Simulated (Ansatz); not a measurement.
```xyz
28
Lattice="13.4128 0.0000 0.0000 0.0000 5.1965 0.0000 -0.7048 0.0000 5.6997" Properties=species:S:1:pos:R:3 pbc="T T T"
Rh    2.2793    2.9755    4.6384
Rh    8.9858    0.3773    4.6384
Rh    3.3699    0.3773    3.9111
Rh   10.0763    2.9755    3.9111
Rh    3.7223    4.8192    1.0613
Rh   10.4287    2.2210    1.0613
Rh    2.6317    2.2210    1.7886
Rh    9.3382    4.8192    1.7886
Rh    0.6356    0.4947    5.2511
Rh    7.3420    3.0929    5.2511
Rh    5.0136    3.0929    3.2984
Rh   11.7200    0.4947    3.2984
Rh    5.3660    2.1035    0.4486
Rh   12.0724    4.7018    0.4486
Rh    0.9880    4.7018    2.4013
Rh    7.6944    2.1035    2.4013
Si    1.0151    1.6161    3.2887
Si    7.7215    4.2143    3.2887
Si    4.6341    4.2143    5.2608
Si   11.3405    1.6161    5.2608
Si    4.9865    0.9821    2.4110
Si   11.6929    3.5804    2.4110
Si    1.3675    3.5804    0.4389
Si    8.0739    0.9821    0.4389
Rh   -0.5286    2.9760    4.2748
Rh    6.1778    0.3778    4.2748
Rh   -0.1762    2.2204    1.4249
Rh    6.5302    4.8187    1.4249
```

Space group C2/c; built by placing these elements on a known structure type; not relaxed (largest force 1.3 eV/Å); computed without spin polarisation.

All numbers below come from Ansatz, DFT, PAW plane waves, r2SCAN.

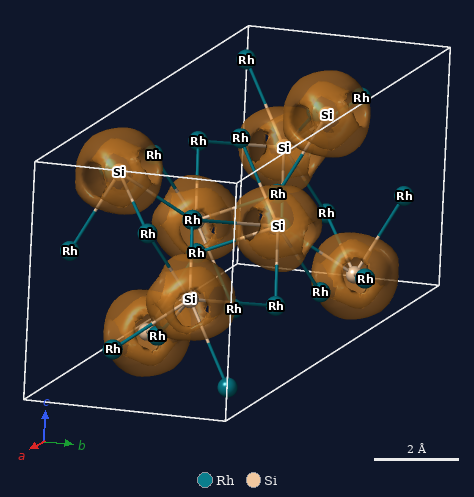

Si₂Rh₅. Isosurface of the ELF at 0.55 (orange), seen slightly off an axis. Core shells are left out. Sticks mark near contacts.

Core electrons are frozen (PAW), and the valence fields are smoothed inside the atomic spheres.

What do the ELF domains correspond to?

At this value the surface marks out eight regions wrapped around Si (the valence shell of each), counted in one cell of 28 atoms. Regions shared between cells count once.

Values along the shortest contacts:
Si–Rh (2.28 Å): the ELF peaks at about 0.65 in the valence shell of Si, 0.9 Å from its nucleus, and is about 0.45 at the midpoint.

Which way does charge flow, and how much by Bader's partition?

Electrons move from Si towards Rh. Bader charges: Rh −1.00 to −0.50 and Si +1.53 e.
